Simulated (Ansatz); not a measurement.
Consider H₅NO₃Si···H₂O.

Input

```
crystal:
  periodic: [false, false, false]
  atoms:
    - {symbol: Si, position_ang: [0.021826, -0.896491, -0.115364]}
    - {symbol: O, position_ang: [-0.304124, 1.918133, 0.989389]}
    - {symbol: O, position_ang: [0.207840, -2.380650, -0.754807]}
    - {symbol: O, position_ang: [-1.549756, -0.687620, 0.276786]}
    - {symbol: O, position_ang: [1.034848, -0.743010, 1.156764]}
    - {symbol: H, position_ang: [0.004777, 1.727599, 0.080937]}
    - {symbol: N, position_ang: [0.439490, 0.331329, -1.261341]}
    - {symbol: H, position_ang: [-0.321618, 2.871025, 1.092048]}
    - {symbol: H, position_ang: [0.001322, -3.129202, -0.193197]}
    - {symbol: H, position_ang: [-1.722771, 0.148667, 0.722769]}
    - {symbol: H, position_ang: [0.927120, 0.087586, 1.632483]}
    - {symbol: H, position_ang: [-0.148287, 0.391775, -2.081398]}
    - {symbol: H, position_ang: [1.409334, 0.360859, -1.544869]}
basis:
  gaussian: {orbitals: def2-TZVPP}
hamiltonian: {xc: pbe0, dispersion: d4}
output: {orbitals: {seedname: orbitals}}
```

Command:

```sh
ansatz run in.yaml --threads 8 --pin off --events-out ev --progress --plain --max-ram 19148MiB
```

The product side of a reaction path; geometry: PBE0-D4/def2-TZVP.

Theory: RKS PBE0-D4/def2-TZVPP in Ansatz.

What will maps of the electron density and electron localisation function show?

N7···H6 (1.99 Å): the density falls to about 0.2 e/Å³ on the way; the ELF dips to about 0.15 between them: a closed-shell contact with the geometry of a hydrogen bond.
Si–O (1.63 Å): ρ is about 1.2 e/Å³ halfway; the ELF peaks at about 0.85 between the atoms (a short, strongly polar bond).
Si–N (1.73 Å): ρ at the midpoint is about 1.1 e/Å³; the ELF peaks at about 0.95 between the atoms (a polar covalent bond).
O–H (0.96 Å): ρ at the midpoint is about 3.8 e/Å³; the ELF climbs to about 1 towards the hydrogen, as it does in any bond to H: a covalent bond by its length.

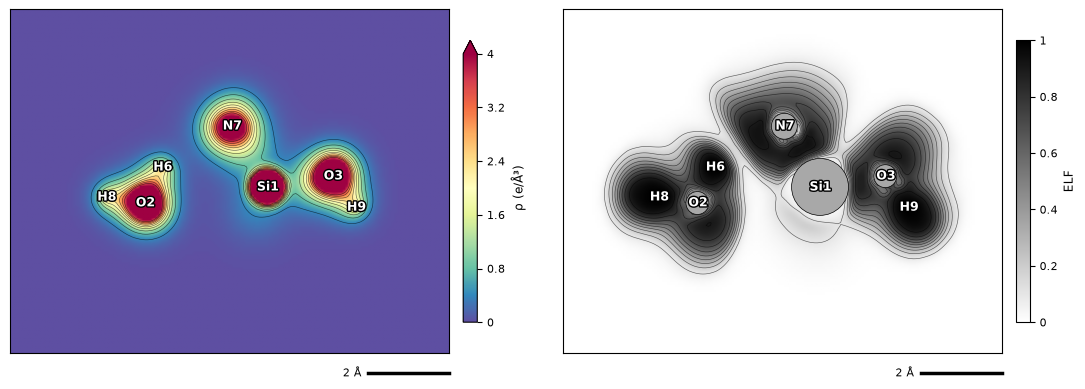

Computed electron density and electron localisation function on the plane of atoms Si1, O3 and H9, in this order. Grey discs cover the atomic cores in the ELF map. 
